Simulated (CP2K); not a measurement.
# Si2H5O (SMILES O[SiH][SiH3]) at GFN2-xTB

What is the vertical electron affinity of Si2H5O at GFN2-xTB? 

The calculation is run with CP2K 2026.2.

6 further runs of the same task are left out: 1 that didn't finish, 5 set aside as unsound or not needed.

### Step 1. The molecule

The species is Si2H5O (8 atoms), meant as a doublet with charge 0. As SMILES, `O[SiH][SiH3]`. The shape is that of a PBE0-D4/def2-TZVP optimisation. This is one conformer, not always the lowest.

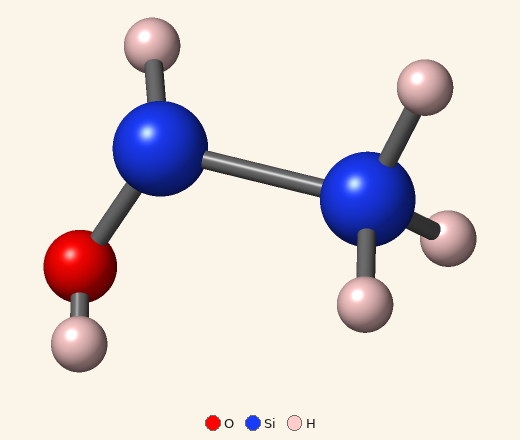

The structure, seen from a chosen angle (oxygen red, silicon blue, hydrogen pink).

### Step 2. The energy at GFN2-xTB

Input file job.inp:

```
&GLOBAL
 PROJECT job
 RUN_TYPE ENERGY
 PRINT_LEVEL MEDIUM
&END

&FORCE_EVAL
 METHOD Quickstep
 &DFT
  CHARGE 0
  MULTIPLICITY 2
  SPIN_POLARIZED T
  &QS
   METHOD XTB
   EPS_DEFAULT 1.0E-10
   &XTB
    GFN_TYPE TBLITE
    &TBLITE
     METHOD GFN2
    &END
    CHECK_ATOMIC_CHARGES F
   &END
  &END
  ! cluster boundary conditions
  &POISSON
   PERIODIC NONE
   POISSON_SOLVER ANALYTIC
  &END
  &SCF
   SCF_GUESS ATOMIC
   EPS_SCF 1.0E-06
   MAX_SCF 150
   ADDED_MOS 4
   &DIAGONALIZATION
    ALGORITHM STANDARD
   &END
   &MIXING
    METHOD DIRECT_P_MIXING
    ALPHA 0.4
   &END
   &SMEAR ON
    METHOD FERMI_DIRAC
    ELECTRONIC_TEMPERATURE [K] 300
    FIXED_MAGNETIC_MOMENT 1.0
   &END
  &END
  &PRINT
   &MOMENTS
    PERIODIC F
    REFERENCE COM
    MAX_MOMENT 1
   &END
   &MO ON
    ENERGIES T
    OCCUPATION_NUMBERS T
    NDIGITS 6
    &EACH
     QS_SCF 0
    &END
    ADD_LAST NUMERIC
   &END
   &HIRSHFELD OFF
   &END
  &END
 &END
 ! atoms, cell and kinds
 &SUBSYS
  ! box in angstrom
  &CELL
   ABC [angstrom] 11.2 11.5 11.8
   PERIODIC NONE
  &END
  &COORD
   O     -0.929000     0.938400    -1.717100
   Si     0.090400     1.134000    -0.425000
   Si     0.314200    -0.774200     0.917600
   H     -1.805900     0.598400    -1.530300
   H      1.378700     1.582300    -1.024400
   H      1.190000    -0.426800     2.069000
   H      0.883900    -1.960400     0.216700
   H     -1.030200    -1.148700     1.437600
  &END
  &TOPOLOGY
   &CENTER_COORDINATES
   &END
  &END
 &END
&END
```

Started as:

```sh
$ OMP_NUM_THREADS=1 cp2k.psmp -i job.inp -o job.out
```

The log of the run:

```text
CP2K| version string:                                       CP2K version 2026.2
[...]
 GLOBAL| Method name                                                        CP2K
[...]
 GLOBAL| Run type                                                         ENERGY
[...]
                             - Atoms:                                          8
[...]
                             - Spherical basis functions:                     27
[...]
 Number of electrons:                                                         10
[...]
  *** SCF run converged in    15 steps ***
[...]
  Fermi energy:                                                -0.26162059883390
[...]
 TB_DIPOLE| Moment [Debye]         -0.88099887       0.60988778       0.75252446
 TB_DIPOLE| Derivative [a.u.]       0.00000000       0.00000000       0.00000000
[...]
 ENERGY| Total FORCE_EVAL ( QS ) energy [hartree]            -10.055156049808920
[...]
```

Run time: 1.7 s. Hardware: 1 thread of Intel Xeon at 2.70GHz, shared host; peak memory 0.19 GiB.

### Step 3. The singlet anion, same level

Input file qs.inp:

```
&GLOBAL
 PROJECT qs
 RUN_TYPE ENERGY
 PRINT_LEVEL MEDIUM
&END GLOBAL
&FORCE_EVAL
 METHOD QS
 &DFT
  CHARGE -1
  MULTIPLICITY 1
  &QS
   METHOD XTB
   EPS_DEFAULT 1.0E-10
   &XTB
    GFN_TYPE TBLITE
    &TBLITE
     METHOD GFN2
    &END TBLITE
    CHECK_ATOMIC_CHARGES F
   &END XTB
  &END QS
  &POISSON
   PERIODIC NONE
   POISSON_SOLVER ANALYTIC
  &END POISSON
  &SCF
   SCF_GUESS ATOMIC
   EPS_SCF 1.0E-06
   MAX_SCF 150
   ADDED_MOS 4
   &DIAGONALIZATION
    ALGORITHM STANDARD
   &END DIAGONALIZATION
   &MIXING
    METHOD DIRECT_P_MIXING
    ALPHA 0.4
   &END MIXING
   &SMEAR ON
    METHOD FERMI_DIRAC
    ELECTRONIC_TEMPERATURE [K] 300
   &END SMEAR
  &END SCF
  &PRINT
   &MOMENTS
    PERIODIC F
    REFERENCE COM
    MAX_MOMENT 1
   &END MOMENTS
   &MO ON
    ENERGIES T
    OCCUPATION_NUMBERS T
    NDIGITS 6
    &EACH
     QS_SCF 0
    &END EACH
    ADD_LAST NUMERIC
   &END MO
   &HIRSHFELD OFF
   &END HIRSHFELD
  &END PRINT
 &END DFT
 &SUBSYS
  &CELL
   ABC [angstrom] 11.2 11.5 11.8
   PERIODIC NONE
  &END CELL
  &COORD
   O     -0.929000     0.938400    -1.717100
   Si     0.090400     1.134000    -0.425000
   Si     0.314200    -0.774200     0.917600
   H     -1.805900     0.598400    -1.530300
   H      1.378700     1.582300    -1.024400
   H      1.190000    -0.426800     2.069000
   H      0.883900    -1.960400     0.216700
   H     -1.030200    -1.148700     1.437600
  &END COORD
  &TOPOLOGY
   &CENTER_COORDINATES
   &END CENTER_COORDINATES
  &END TOPOLOGY
 &END SUBSYS
&END FORCE_EVAL
```

Started as:

```sh
$ OMP_NUM_THREADS=1 cp2k.psmp -i qs.inp -o qs.out
```

The log of the run:

```text
CP2K| version string:                                       CP2K version 2026.2
[...]
 GLOBAL| Method name                                                        CP2K
[...]
 GLOBAL| Run type                                                         ENERGY
[...]
                             - Atoms:                                          8
[...]
                             - Spherical basis functions:                     27
[...]
 Number of electrons:                                                         20
[...]
  *** SCF run converged in    17 steps ***
[...]
  Fermi energy:                                                 0.00149616958475
[...]
 TB_DIPOLE| Moment [Debye]         -1.75528080       1.24663924      -0.10745175
 TB_DIPOLE| Derivative [a.u.]       0.00000000       0.00000000       0.00000000
[...]
 ENERGY| Total FORCE_EVAL ( QS ) energy [hartree]            -10.217366346734629
[...]
```

It took 1.5 s on 1 thread of Intel Xeon at 2.70GHz, shared host; peak memory 0.19 GiB.

### Step 4. Summary of results

At GFN2-xTB:

| quantity | value |
| --- | --- |
| doublet Si2H5O: total energy | -10.05516 Eh |
| doublet Si2H5O: dipole moment (from atomic charges alone) | 1.31 D |
| doublet Si2H5O: HOMO energy (highest over α and β) | -7.72 eV |
| doublet Si2H5O: LUMO energy (lowest over α and β) | -7.24 eV |
| doublet Si2H5O: dispersion energy | -12.29 kJ/mol |
| singlet anion: total energy | -10.21737 Eh |
| singlet anion: HOMO energy | -1.64 eV |
| singlet anion: LUMO energy | 0.94 eV |
| singlet anion: HOMO–LUMO gap | 2.58 eV |
| singlet anion: dispersion energy | -18.18 kJ/mol |
| vertical electron affinity (to the singlet anion) | 4.414 eV |

What this shows: At fixed nuclei the extra electron is bound by 4.41 eV (426 kJ/mol). A minimal valence basis can't be trusted even for the sign of an electron affinity. xTB total energies overstate such differences by several eV unless an empirical shift is taken off; none is applied here. The dipole (doublet Si2H5O) comes from point charges on the atoms alone, without atomic dipoles, so it is partial.
